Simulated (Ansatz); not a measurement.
## WH$_{4}$Cl$_{2}$: nudged elastic band (part 2 of 2)

Continued. System: WH$_{4}$Cl$_{2}$. Method: RKS revPBE-D4/def2-SVP (Ansatz 0.2.0). The run did not end well. It belongs to a series of runs on one base structure; here: band between the two ends.

Geometry of the input (Å):
```
W  0.0696  0.3902  0.4837
Cl 0.6876  -0.4659  2.5252
H  1.4857  -0.0764  -0.2616
Cl 0.0903  2.4807  -0.4717
H  -1.3496  -0.3871  0.0141
H  0.2414  -1.2233  0.0645
H  -0.0037  -0.0483  -1.1328
```

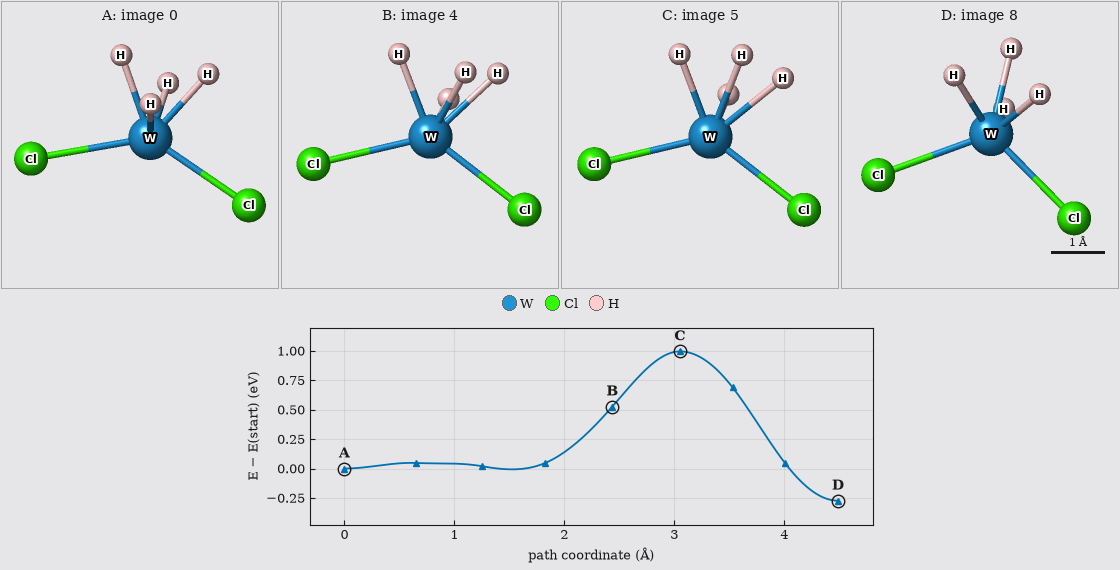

**Figure 1.** Images of the last band (counted from 0; ball-and-stick, seen at a tilt) above the energy along the path; the line is a cubic interpolation that uses the forces. The highest image is number 5, 0.995 eV above the start and 1.268 eV above the end (the climbing image); the end lies 0.273 eV below the start. A further maximum stands at image 1, 0.047 eV from the start. The path is 4.49 Å long. The band had not converged after 60 iterations.

```
Unfinished report: {"positions_ang":[[0.06192448715626364,0.49363785887990225,0.4484883983589622],[0.6738312941816066,-0.1742588705898522,2.5526885105887835],[0.7692438105945121,-0.8326173845052399,-0.5614451402474316],[-0.08796918221582378,2.6128212343734085,-0.348300128435126],[-1.3723627785817774,-0.32484619658984437,0.10006500691829733],[0.7337776067245892,-1.2337433172809134,0.2459748353136582],[0.4428557521406298,0.12900867571254226,-1.2161704824971442]],"unchecked":["starts","cluster_reference","orbital_swaps","neighbouring_geometries","increment"],"mean_field":{"relativity":"none","state":{"energy":{"ev":-26925.496573765435,"hartree":-989.4937483288006},"converged":true,"gradient_ev":9.97031376028269e-6,"stability":{"kind":"minimum","curvature_ev":7.837140121164656},"curvature_floor_ev":0.00030000000000000003,"spin_squared":1.7763568394002505e-14},"others":[],"fillings":{"estimated":0,"unestimated":0,"tried":0,"untried":0,"excluded_magnetic_sites":0},"n_dropped_functions":0,"n_trapped_functions":0,"passes":{"evaluations":2,"products":15},"factors":{"origin":"density fitting in generated functions","count":929,"bound_ev":null},"gradient_stop_ev":0.00009,"reference_kind":"stationary","functional":{"name":"revPBE","citations":["Zhang & Yang, Phys. Rev. Lett. 80, 890 (1998) doi:10.1103/PhysRevLett.80.890","Perdew, Burke & Ernzerhof, Phys. Rev. Lett. 77, 3865 (1996) doi:10.1103/PhysRevLett.77.3865"],"text":"name \"revPBE\"\ncite \"Zhang & Yang, Phys. Rev. Lett. 80, 890 (1998) doi:10.1103/PhysRevLett.80.890\"\ncite \"Perdew, Burke & Ernzerhof, Phys. Rev. Lett. 77, 3865 (1996) doi:10.1103/PhysRevLett.77.3865\"\nparameter kappa = 1.245\nparameter beta = 0.06672455060314922\nexchange = pbe_x(kappa = kappa, mu = beta*pi^2/3)\ncorrelation = pbe_c(beta = beta)\n","parameters":{"beta":{"value":0.06672455060314922,"default":0.06672455060314922},"kappa":{"value":1.245,"default":1.245}},"final_grid":{"core_spheres":13.0,"valence_spheres":11.0,"degree":36.0},"final_grid_parameter_source":"default","radial_points_factor":1.0,"radial_grid_error_ev":3.302647371798941e-7,"grid_sensitivity":"normal","grid_sensitivity_ratio":0.001870803151768979},"unsmoothed_excess_ev":-0.00007145125430415333,"symmetry":{"irreps":["A"],"axes":[[0.9996322382546791,-0.006834636975209466,-0.026242636669315124],[0.005713970537259539,0.9990782524289116,-0.042544048517872905],[0.026509220709781588,0.04237845279158848,0.9987498825813953]],"occupied":[{"A":26},{"A":26}]},"density_repulsion":{"missed_ev":0.00007254688574458822,"excess_ev":0.00007254489599666624,"most_excess_ev":0.000676,"are_drawn_again":false,"n_first_factors":929,"energy_change_ev":0.0,"n_dropped_ends":0},"direct_passes":"host"},"factors":{"origin":"density fitting in generated functions","count":929,"bound_ev":null},"n_frozen":0,"n_occupied":[26,26],"n_virtual":[62,62],"reference":{"ev":-26925.496573765435,"hartree":-989.4937483288006},"dispersion":{"energy":{"ev":-0.4598684217042185,"hartree":-0.016899852787618297},"switches_in_reach":[]},"total":{"ev":-26925.95644218714,"hartree":-989.5106481815883},"forces_ev_per_angstrom":[[1.108782507787398e-7,1.3080703928185222e-7,-2.8558734135441383e-6],[1.0967219681717877e-7,1.9900371916493909e-7,7.33520103463059e-7],[2.3239218722471977e-7,-1.0556954200581503e-6,6.248095362794415e-7],[-2.329460343083664e-7,1.67393814601291e-7,7.753099464449797e-7],[6.450528134555045e-8,8.966811669564034e-8,2.1437677275547296e-7],[4.698404277962698e-8,-2.4860800110562686e-7,-2.6960889985827574e-7],[-3.314900469952864e-7,7.1743472993685e-7,7.774875595487063e-7]],"charge_distribution":{"dipole_moment_e_ang":[0.17603963531303446,-0.09027437379433181,-0.034953376099303914],"mulliken_charges_e":[0.3553498215527924,-0.18061019088980856,0.07623122873088184,-0.16507573054697033,-0.08879097887745036,0.05552980802610863,-0.05263395799552728],"lowdin_charges_e":[-0.9564497768816178,0.3724489172722869,0.12419174231509511,0.40045268835796577,-0.026440191115927547,0.0826665879061037,0.003130032146084427]},"n_threads":1,"memory_gib":1.7045454550534487,"seconds":{"hamiltonian":1.285613232,"orbitals":0.0,"second_order":0.0,"solver_start":0.0,"cycles":0.0,"cycle":0.0,"perturbative":0.0,"full_ci_increment":0.0,"forces":0.0}}
this run last wrote the band of iteration 60 to [file]
Error: NEB band did not converge after 60 iterations: max|band force component| = 1.43e-1 eV/Å (threshold 3.0e-2); raise `neb.max_iterations` in a new run, which can start from the last band evaluated (`neb.initial_path`, with `crystal.atoms` and `neb.final_atoms` set to its first and last images), add images, or start from endpoints closer to local minima. Where this run's directory can be resumed (`checkpoint.write`), a resume goes on for up to `neb.max_iterations` more; to start a new run from the last band, take its images' positions from the `neb_iteration` event of iteration 60 (`data.images[].positions_ang`), in the event stream of the run that computed that iteration (not this run's, if it was resumed behind it). With `checkpoint.write`, `steps/00-neb/state/checkpoint.json` in the run directory holds the last saved band, under `neb.evaluated.images[].positions_ang` (a band under a hybrid functional on support functions is neither saved nor resumed: `neb.initial_path` says where its path is): check the last entry of `neb.iterations` there, which is earlier than 60 if that iteration was not saved or its write failed. If the band's step has no `state` directory and holds `state.next`, a write was cut short, and the file is under `state.next` instead (behind a loss of power it can be under `state.prev`)
this run wrote the band of iteration 60 to [file] as well, whether or not its events were kept: a new run's `neb.initial_path` can list its `images[].positions_ang`
a run's events are kept only if it was started with --events-out <file>, and are in that file
```

### The last band as extended XYZ (Å, eV, eV/Å)
```
7
Properties=species:S:1:pos:R:3:forces:R:3 image=0 energy=-26926.95170
W     0.0696    0.3902    0.4837   -0.0002   0.0037   0.0111
Cl    0.6876   -0.4659    2.5252    0.0017  -0.0001  -0.0019
H     1.4857   -0.0764   -0.2616    0.0017  -0.0004   0.0009
Cl    0.0903    2.4807   -0.4717   -0.0034   0.0002  -0.0033
H    -1.3496   -0.3871    0.0141   -0.0012   0.0045  -0.0024
H     0.2414   -1.2233    0.0645    0.0002  -0.0120   0.0016
H    -0.0037   -0.0483   -1.1328    0.0012   0.0041  -0.0060
7
Properties=species:S:1:pos:R:3:forces:R:3 image=1 energy=-26926.90432
W     0.0512    0.3805    0.4234   -0.0033  -0.0012  -0.0022
Cl    0.8139   -0.3022    2.4760    0.0053   0.0146  -0.0039
H     1.4504   -0.3796   -0.0595    0.0019  -0.0103   0.0076
Cl   -0.0681    2.5110   -0.4334   -0.0018  -0.0031   0.0046
H    -1.4104   -0.4402    0.1733   -0.0077  -0.0097   0.0116
H     0.0967   -1.2021   -0.1314   -0.0132   0.0030  -0.0195
H     0.2876    0.1027   -1.2270    0.0188   0.0067   0.0018
7
Properties=species:S:1:pos:R:3:forces:R:3 image=2 energy=-26926.93237
W    -0.0216    0.2966    0.3855    0.0883   0.0260  -0.0740
Cl    0.9072   -0.0563    2.4504   -0.0233   0.1493   0.0046
H     1.4568   -0.3879    0.0594   -0.2076  -0.5096  -0.0770
Cl   -0.0080    2.4544   -0.4074   -0.2967   0.0786   0.1229
H    -1.4766   -0.6089    0.3607   -0.0053   0.1576   0.1145
H    -0.1363   -1.1619   -0.4407    0.1463  -0.0707   0.0202
H     0.4999    0.1339   -1.1866    0.2983   0.1689  -0.1112
7
Properties=species:S:1:pos:R:3:forces:R:3 image=3 energy=-26926.90408
W     0.0730    0.3819    0.3863   -0.0147  -0.0631  -0.0246
Cl    0.8282   -0.1582    2.4791    0.0767   0.0151  -0.0305
H     1.3814   -0.5474   -0.0593    0.1544   0.0947   0.1811
Cl   -0.1341    2.5095   -0.4644   -0.0085  -0.0535  -0.0326
H    -1.4198   -0.4015    0.2585   -0.0475  -0.0327   0.0828
H     0.0975   -1.2230   -0.1236   -0.2436   0.0184  -0.1750
H     0.3952    0.1087   -1.2553    0.0833   0.0211  -0.0012
7
Properties=species:S:1:pos:R:3:forces:R:3 image=4 energy=-26926.42479
W     0.1030    0.4685    0.4043    0.0792  -0.0613  -0.0682
Cl    0.7330   -0.1500    2.5196    0.0655  -0.0781  -0.0659
H     1.1490   -0.7018   -0.3075    0.7385   0.2827   0.4590
Cl   -0.1078    2.5776   -0.4469    0.0015  -0.0384  -0.0724
H    -1.3588   -0.3402    0.1604    0.0231  -0.0087   0.0655
H     0.4281   -1.2496    0.1381   -0.6078  -0.0390  -0.2641
H     0.2747    0.0656   -1.2467   -0.3000  -0.0572  -0.0539
7
Properties=species:S:1:pos:R:3:forces:R:3 image=5 energy=-26925.95637
W     0.0619    0.4936    0.4485    0.0000   0.0000   0.0000
Cl    0.6738   -0.1743    2.5527    0.0000   0.0000   0.0000
H     0.7692   -0.8326   -0.5614    0.0000   0.0000   0.0000
Cl   -0.0880    2.6128   -0.3483    0.0000   0.0000   0.0000
H    -1.3724   -0.3248    0.1001    0.0000   0.0000   0.0000
H     0.7338   -1.2337    0.2460    0.0000   0.0000   0.0000
H     0.4429    0.1290   -1.2162    0.0000   0.0000   0.0000
7
Properties=species:S:1:pos:R:3:forces:R:3 image=6 energy=-26926.26189
W     0.0571    0.4300    0.4186   -0.0351  -0.1567  -0.0923
Cl    0.6808   -0.1870    2.5422   -0.0372   0.0666  -0.0027
H     0.4239   -0.9579   -0.5872   -0.8222  -0.3215  -0.0182
Cl   -0.0472    2.5967   -0.2895    0.0217  -0.0672   0.0582
H    -1.4268   -0.3088    0.1218   -0.1210  -0.0205   0.0260
H     0.9347   -1.1154    0.2104    0.5603   0.3239  -0.0305
H     0.5987    0.2124   -1.1951    0.4335   0.1754   0.0595
7
Properties=species:S:1:pos:R:3:forces:R:3 image=7 energy=-26926.90805
W     0.0578    0.3257    0.3813   -0.0247  -0.2658  -0.1172
Cl    0.6719   -0.2143    2.5253   -0.0309   0.0969  -0.0201
H     0.0762   -1.0040   -0.6429   -0.8223  -0.1467  -0.0833
Cl    0.0322    2.5474   -0.2186    0.0355  -0.1663   0.0419
H    -1.5005   -0.2718    0.1489   -0.1643  -0.0199   0.0716
H     1.1010   -0.9853    0.1665    0.5189   0.3927  -0.0365
H     0.7827    0.2723   -1.1393    0.4878   0.1090   0.1436
7
Properties=species:S:1:pos:R:3:forces:R:3 image=8 energy=-26927.22476
W     0.0480    0.2471    0.3486    0.0074  -0.0001  -0.0026
Cl    0.5846   -0.1785    2.5305    0.0003   0.0002  -0.0027
H    -0.2057   -0.9681   -0.7939    0.0011   0.0001  -0.0013
Cl    0.0411    2.4750   -0.1687   -0.0005  -0.0048   0.0009
H    -1.5469   -0.2933    0.1402   -0.0020   0.0017  -0.0003
H     1.2689   -0.8860    0.1720   -0.0020   0.0016   0.0040
H     1.0314    0.2738   -1.0073   -0.0042   0.0013   0.0019
```
